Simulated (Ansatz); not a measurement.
# NaGeCl3 in Amm2, a phase reached by a soft mode: following an unstable mode, part 2 of 3

Which phase does NaGeCl3 in Amm2, a phase reached by a soft mode fall into along its unstable mode, and how much energy does it gain?

Ansatz 0.2.0; DFT PBEsol, scalar-relativistic, plane waves, PAW; PAW set soft_1.

So far. Step 4 (The mode frozen in, largest atomic shift 0.04 Å): The run ends at a pressure of 0.02 GPa, with forces up to 0.0064 eV/Å. Step 5 (Energy along the mode, all amplitudes (two of the runs …): The lowest of the steps tried is at 0.04 Å, 0.044 meV/atom below the parent; the bottom of the well need not coincide with a step.

The structure was built from a prototype and need not be the compound's stable phase.

## Step 6: Relaxing from the distorted cell

Starting from the lowest point found, all atoms and the cell are let go, so that strain and other modes of the same symmetry can join in.

input.yaml reads:

```yaml
crystal:
  lattice:
    - [5.1516924335, 0.0, 0.0]
    - [0.0, 3.3976008629, 4.3111189193]
    - [0.0, -3.3976008629, 4.3111189193]
  atoms:
    - { symbol: Na, position: [0.0011884529, 0.8335455851, 0.8335455851] }
    - { symbol: Ge, position: [0.502682875, 0.4957706383, 0.4957706383] }
    - { symbol: Cl, position: [0.5007485174, 0.569130437, 0.0547416565] }
    - { symbol: Cl, position: [0.5007485174, 0.0547416565, 0.569130437] }
    - { symbol: Cl, position: [-0.0077644387, 0.5167499289, 0.5167499289] }
kpoints:
  mp_grid: { grid: [8, 8, 8] }
hamiltonian:
  xc: pbesol
  pseudopotentials: { kind: paw, azcp: { folder: soft_1 }, xc_functional: pbe }
scf:
  occupations: { method: fixed }
output:
  forces: true
  stress: true
  eigenvalues: true
relax:
  adjacent_minimum: "off"
  f_tol: 0.002
  max_steps: 120
  cell: { stress_tol: 0.03 }
```

Started as:

```bash
$ ansatz run input.yaml --threads 8 --pin off --max-ram 16384MiB --backend cpu --events-out ev --progress --plain --runs-dir out
```

Numbers of over 12 decimals in the logs are rounded to 6 here.

Output:

```text
[...]
Crystal: 5 atoms, lattice volume = 150.918 Å³
Basis set: ecut = 420 eV, 2977 PW (Γ), exchange–correlation on 72×80×80 points (8 copies of the dense FFT grid, shifted against one another)
Bands: 27, of which v1, the nominal top of the filled ones, is band 22 counted from 1 (21 counted from 0)
Symmetry: 2 space group operations
[...]
k-points: 150 of 512 (time reversal used)
[...]
SCF iter   1: F=—  HF=-8919.151422 eV  |F-HF|=—  |Δ(HF+E_count)|=         —  Δρ=5.04e-2  dr2=3.75e0  ethr=3.10e-3  ⟨swp⟩=5.0  Hψ=16345  notcnv=0  defer=393
[...]
SCF iter  10: F=-8917.452585 eV  HF=-8917.452585 eV  |F-HF|=1.70e-8  |Δ(HF+E_count)|=   3.22e-7  Δρ=4.18e-6  dr2=2.47e-8  ethr=2.27e-10  ⟨swp⟩=14.2  Hψ=25557  notcnv=0
SCF 1 converged in 10 iterations: F = -8917.452585 eV  dr2 = 2.47e-8
[...]
relax step   1: F+E_penalty+E_count = -8917.45258545 eV  Δ(F+E_penalty+E_count) = +0.000e0 eV  max|allowed force component| = 6.414e-3 eV/Å  Δτ_max = 0.0000 Å  P = +0.024 GPa  Ω = 150.918 Å³  (10 SCF iters, dr2 threshold 1.00e-7 eV, accepted)
Crystal: 5 atoms, lattice volume = 151.024 Å³
Basis set: ecut = 420 eV, 2981 PW (Γ), exchange–correlation on 72×80×80 points (8 copies of the dense FFT grid, shifted against one another)
[...]
iter 1 solved again at ethr=3.34e-8 eV; its pass at ethr=3.10e-3 eV (dr2=1.47e-5 eV) is discarded
[...]
SCF iter   5: F=-8917.452616 eV  HF=-8917.452616 eV  |F-HF|=3.20e-9  |Δ(HF+E_count)|=   1.75e-9  Δρ=1.27e-6  dr2=3.49e-9  ethr=1.79e-11  ⟨swp⟩=9.6  Hψ=22790  notcnv=0
SCF 2 converged in 5 iterations: F = -8917.452616 eV  dr2 = 3.49e-9
relax step   2: F+E_penalty+E_count = -8917.45261563 eV  Δ(F+E_penalty+E_count) = -3.017e-5 eV  max|allowed force component| = 7.262e-3 eV/Å  Δτ_max = 0.0013 Å  P = +0.006 GPa  Ω = 151.024 Å³  energy of the carried Pulay correction = -5.760e-6 eV  (5 SCF iters, dr2 threshold 7.88e-9 eV, accepted)
Crystal: 5 atoms, lattice volume = 151.151 Å³
Basis set: ecut = 420 eV, 2985 PW (Γ), exchange–correlation on 72×80×80 points (8 copies of the dense FFT grid, shifted against one another)
[...]
SCF iter   6: F=-8917.452641 eV  HF=-8917.452641 eV  |F-HF|=6.95e-10  |Δ(HF+E_count)|=   2.56e-9  Δρ=5.55e-7  dr2=1.04e-9  ethr=7.49e-12  ⟨swp⟩=9.9  Hψ=21345  notcnv=0
SCF 3 converged in 6 iterations: F = -8917.452641 eV  dr2 = 1.04e-9
relax step   3: F+E_penalty+E_count = -8917.45264101 eV  Δ(F+E_penalty+E_count) = -2.538e-5 eV  max|allowed force component| = 9.982e-3 eV/Å  Δτ_max = 0.0021 Å  P = -0.006 GPa  Ω = 151.151 Å³  energy of the carried Pulay correction = -1.270e-5 eV  (6 SCF iters, dr2 threshold 3.30e-9 eV, accepted)
[...]
relax step   4: F+E_penalty+E_count = -8917.45270906 eV  Δ(F+E_penalty+E_count) = -6.805e-5 eV  max|allowed force component| = 1.122e-2 eV/Å  Δτ_max = 0.0073 Å  P = -0.022 GPa  Ω = 151.307 Å³  energy of the carried Pulay correction = -2.120e-5 eV  (6 SCF iters, dr2 threshold 6.23e-9 eV, accepted)
[...]
relax step   5: F+E_penalty+E_count = -8917.45273215 eV  Δ(F+E_penalty+E_count) = -2.308e-5 eV  max|allowed force component| = 8.847e-3 eV/Å  Δτ_max = 0.0250 Å  P = +0.007 GPa  Ω = 151.629 Å³  energy of the carried Pulay correction = -3.875e-5 eV  (7 SCF iters, dr2 threshold 7.87e-9 eV, accepted)
[...]
relax step   6: F+E_penalty+E_count = -8917.45285581 eV  Δ(F+E_penalty+E_count) = -1.237e-4 eV  max|allowed force component| = 2.787e-3 eV/Å  Δτ_max = 0.0041 Å  P = -0.003 GPa  Ω = 151.574 Å³  energy of the carried Pulay correction = -3.574e-5 eV  (6 SCF iters, dr2 threshold 4.89e-9 eV, accepted)
[...]
relax step   7: F+E_penalty+E_count = -8917.45287955 eV  Δ(F+E_penalty+E_count) = -2.374e-5 eV  max|allowed force component| = 9.176e-4 eV/Å  Δτ_max = 0.0050 Å  P = -0.001 GPa  Ω = 151.484 Å³  energy of the carried Pulay correction = -3.087e-5 eV  (7 SCF iters, dr2 threshold 4.86e-10 eV, accepted)
[...]
relax step   8: F+E_penalty+E_count = -8917.45287872 eV  Δ(F+E_penalty+E_count) = +8.356e-7 eV  max|allowed force component| = 2.055e-3 eV/Å  Δτ_max = 0.0021 Å  P = +0.002 GPa  Ω = 151.489 Å³  energy of the carried Pulay correction = -3.112e-5 eV  (8 SCF iters, rejected (line search))
[...]
relax step   9: F+E_penalty+E_count = -8917.45288021 eV  Δ(F+E_penalty+E_count) = -6.561e-7 eV  max|allowed force component| = 1.952e-4 eV/Å  Δτ_max = 0.0010 Å  P = -0.000 GPa  Ω = 151.489 Å³  energy of the carried Pulay correction = -3.112e-5 eV  (7 SCF iters, accepted)
[...]
SCF iter   1: F=—  HF=-8917.452677 eV  |F-HF|=—  |Δ(HF+E_count)|=         —  Δρ=4.03e-5  dr2=6.16e-8  ethr=3.29e-7  ⟨swp⟩=3.8  Hψ=27776  notcnv=0  defer=449
eigensolver tolerance schedule: the retry pair's looser diagonalisation over-reported the residual by 2348.58 of it (diagonalisation noise at 0.33 of the residual, at the tolerance the schedule requests for it); recorded, not acted on — ethr = c·dr2/N_el stays at c = 1.0e-1
[...]
SCF iter   2: F=—  HF=-8917.452845 eV  |F-HF|=—  |Δ(HF+E_count)|=   1.67e-4  Δρ=2.03e-5  dr2=1.78e-8  ethr=1.40e-10  ⟨swp⟩=3.0  Hψ=9732  notcnv=0  defer=441
[...]
SCF iter   6: F=-8917.452911 eV  HF=-8917.452911 eV  |F-HF|=1.27e-11  |Δ(HF+E_count)|=   1.62e-9  Δρ=4.46e-8  dr2=4.92e-12  ethr=1.00e-12  ⟨swp⟩=16.1  Hψ=29112  notcnv=0
SCF 10 converged in 6 iterations: F = -8917.452911 eV  dr2 = 4.92e-12
relax step  10: F+E_penalty+E_count = -8917.45291108 eV  Δ(F+E_penalty+E_count) = -3.087e-5 eV  max|allowed force component| = 2.071e-4 eV/Å  Δτ_max = 0.0000 Å  P = -0.000 GPa  Ω = 151.489 Å³  stress off target by 4.85e-4 GPa  SCF on the basis re-selected at this cell (its energy is not comparable with the rows above)  (6 SCF iters)
basis re-selected at this cell: Δ(F+E_penalty+E_count) = -3.087e-5 eV, ΔP = +0.000 GPa vs the last step (what re-selecting the basis moved, of the pressure what is left beyond the Pulay correction that the steps carried, after the strain that the cell walked since its last selection, with what the two solves' SCF thresholds leave and, on support functions, any second-order correction that the steps lacked; it is no m [...]
SCF converged after 6 iterations
Free energy (F): -8917.452911 eV
[...]
Internal energy: -8917.452911 eV  (E = F + TS)
E sigma→0 (E₀):  -8917.452911 eV
Fermi energy:    2.571011 eV
[...]
--- Forces (eV/Å), atoms counted from 1 ---
  atom   1  Na     0.00008702    -0.00000000    -0.00013655
  atom   2  Ge    -0.00007152    -0.00000000    -0.00008720
  atom   3  Cl     0.00000550    -0.00020708     0.00011595
  atom   4  Cl     0.00000550     0.00020708     0.00011595
  atom   5  Cl    -0.00002614     0.00000000    -0.00001003
  max |Σ_I F_I| component: 1.87e-6 eV/Å
--- Stress (GPa, compression-positive) ---
       -0.000485       0.000000       0.000001
        0.000000       0.000326       0.000000
        0.000001       0.000000      -0.000333
  P = ⅓ Tr σ = -0.0002 GPa (-0.002 kbar)
--- Band table (eV; the first three rows and the last of 150) ---
  k-point 0: bands = [... 18 lower, -0.5245, -0.3905, -0.3884, 0.2015, 5.1456, 6.8564, 7.6215, 7.6226, ... 1 higher]
  k-point 1: bands = [... 18 lower, -0.4907, -0.4394, -0.2912, 0.1167, 5.2724, 6.8493, 7.4212, 7.6823, ... 1 higher]
  k-point 2: bands = [... 18 lower, -0.4989, -0.4470, -0.1770, 0.0240, 5.6116, 6.4573, 7.2442, 7.8274, ... 1 higher]
  k-point 149: bands = [... 18 lower, -0.1440, 0.0602, 0.3351, 2.5710, 4.0616, 4.2053, 4.5320, 6.4532, ... 1 higher]
--- Relaxed structure (9 steps of the walk, 8 accepted, 1 SCFs on fresh bases) ---
  F+E_penalty+E_count = -8917.45291108 eV   max|allowed force component| = 2.071e-4 eV/Å   (the final SCF, on the basis selected at the relaxed cell)
  cell:  # Å, volume = 151.4886 Å³
    - [5.164694, 0.0, -0.016930]
    - [-0.014167, 3.398048, 4.315990]
    - [-0.014167, -3.398048, 4.315990]
  atoms:
    - { symbol: Na, position: [0.00606767, 0.833223, 0.833223] }
    - { symbol: Ge, position: [0.504893, 0.495702, 0.495702] }
    - { symbol: Cl, position: [0.500572, 0.569310, 0.054817] }
    - { symbol: Cl, position: [0.500572, 0.054817, 0.569310] }
    - { symbol: Cl, position: [-0.014500, 0.516887, 0.516887] }
```

It took 93 s on 8 threads of Arm Neoverse V1, shared host; peak memory 0.93 GiB; 12 min of CPU time.

Step by step:

```csv
step,energy less that of the first step (eV),largest force component (eV/Å),pressure (GPa),volume (Å³)
1,0.0000,0.0064,0.02,150.92
2,0.0000,0.0073,0.01,151.02
3,-0.0001,0.0100,-0.01,151.15
4,-0.0001,0.0112,-0.02,151.31
5,-0.0001,0.0088,0.01,151.63
6,-0.0003,0.0028,0.00,151.57
7,-0.0003,0.0009,0.00,151.48
8,-0.0003,0.0021,0.00,151.49
9,-0.0003,0.0002,0.00,151.49
10*,-0.0003,0.0002,0.00,151.49
```

Relaxation steps marked * repeat the geometry before them on a plane-wave basis chosen anew for their cell, so energy and pressure can jump there. Relaxation step 8 was tried and not accepted.

Forces are held to the 2 operations that the run works with; a distortion that breaks them can't arise in this run.

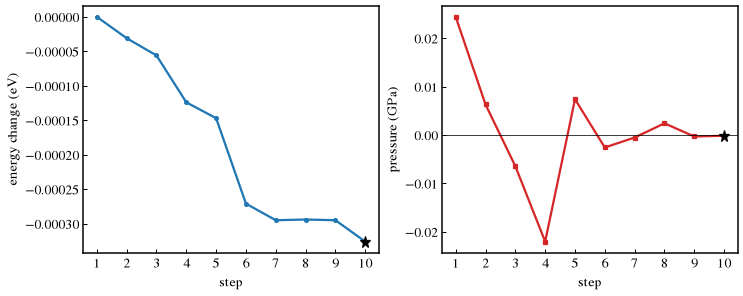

Energy and pressure along the relaxation. Stars mark steps on a basis chosen anew.

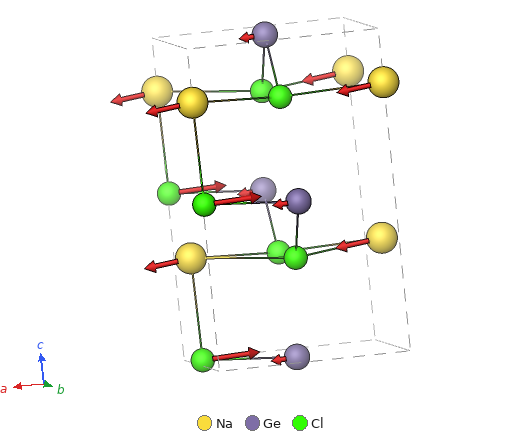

Displacements in the relaxation, exaggerated, measured against the changing cell; the longest in the cell stands for 0.03 Å. Some periodic images of atoms are drawn too.

```csv
cell as run,before,after,change
a (Å),5.152,5.165,+0.3 %
b (Å),5.489,5.493,+0.1 %
c (Å),5.489,5.493,+0.1 %
α (°),76.48,76.43,-0.1 %
β (°),90.00,90.30,+0.3 %
γ (°),90.00,90.30,+0.3 %
volume (Å³/atom),30.18,30.30,+0.4 %
```

The atoms that moved most (Å, as changes of fractional coordinates times the final cell):

```csv
atom,dx,dy,dz,length
Cl5,-0.035,0.000,0.001,0.035
Na1,0.025,0.000,-0.003,0.025
Ge2,0.011,0.000,-0.001,0.011
```

Final coordinates:

```xyz
5
Lattice="5.1647 0.0000 -0.0169 -0.0142 3.3980 4.3160 -0.0142 -3.3980 4.3160" Properties=species:S:1:pos:R:3 pbc="T T T"
Na    0.0077    0.0000    7.1923
Ge    2.5936    0.0000    4.2703
Cl    2.5765    1.7483    2.6853
Cl    2.5765   -1.7483    2.6853
Cl   -0.0895    0.0000    4.4620
```

This step gave:

| Quantity | Value |
| --- | --- |
| pressure | -1.64e-4 GPa |
| gap on the k-mesh | 1.491 eV |
| volume per atom | 30.30 Å³ |

The distorted start has space group Cm; the relaxation ends in Cm.

## Step 7: The new phase in its own primitive cell

The relaxed structure is symmetrised, reduced to its primitive cell and relaxed tightly, as its phonons need.

input.yaml, the sections that differ from step 6:

```yaml
crystal:
  lattice:
    - [4.3160134404, -3.3980480418, 0.0]
    - [4.3160134404, 3.3980480418, 0.0]
    - [-0.0338824286, 0.0, 5.1646103997]
  atoms:
    - { symbol: Na, position: [0.8332225811, 0.8332225811, 0.0060676717] }
    - { symbol: Ge, position: [0.4957019175, 0.4957019175, 0.504893303] }
    - { symbol: Cl, position: [0.5693095255, 0.0548172768, 0.5005716232] }
    - { symbol: Cl, position: [0.0548172768, 0.5693095255, 0.5005716232] }
    - { symbol: Cl, position: [0.516886945, 0.516886945, 0.9854997029] }
relax:
  adjacent_minimum: "off"
  f_tol: 0.001
  max_steps: 60
  cell: { stress_tol: 0.01 }
# kpoints, hamiltonian, scf, output: as in step 6
```

Output:

```text
[...]
Crystal: 5 atoms, lattice volume = 151.489 Å³
Basis set: ecut = 420 eV, 2985 PW (Γ), exchange–correlation on 80×80×72 points (8 copies of the dense FFT grid, shifted against one another)
Bands: 27, of which v1, the nominal top of the filled ones, is band 22 counted from 1 (21 counted from 0)
Symmetry: 2 space group operations
[...]
k-points: 150 of 512 (time reversal used)
[...]
cell:  # Å, volume = 151.4886 Å³
    - [4.3160134404, -3.3980480418, 0.0]
    - [4.3160134404, 3.3980480418, 0.0]
    - [-0.0338824286, 0.0, 5.1646103997]
  atoms:
    - { symbol: Na, position: [0.8332225811, 0.8332225811, 0.00606767] }
    - { symbol: Ge, position: [0.495702, 0.495702, 0.504893303] }
    - { symbol: Cl, position: [0.569310, 0.054817, 0.5005716232] }
    - { symbol: Cl, position: [0.054817, 0.569310, 0.5005716232] }
    - { symbol: Cl, position: [0.516886945, 0.516886945, 0.9854997029] }
[key lines of the parts left out:]
SCF converged after 7 iterations
Free energy (F): -8917.452911 eV
Fermi energy:    2.571011 eV
P = ⅓ Tr σ = -0.0002 GPa (-0.002 kbar)
```

Elapsed: 21 s, on 8 threads; peak memory 0.91 GiB.

Little changed from the start: no atom moved by 0.005 Å and no cell edge by 0.1 %.

Numbers from this step:

```yaml
direct_gap_on_mesh: 1.491 eV
```

The largest force component left is 0.21 meV/Å and the pressure is 0.000 GPa, within the tolerances set. The cell now holds 30.30 Å³/atom.

[end of part 2 of 3]

[Logs are printed without paths, hosts, clocks, repeated set-up lines and the standing remarks that a program may print on its own settings, such as how far it seeks lower states.]

[Hosts, paths, dates, database ids (printed as entryN), source tags and the programs' standing remarks are cut or masked in the printed files.]
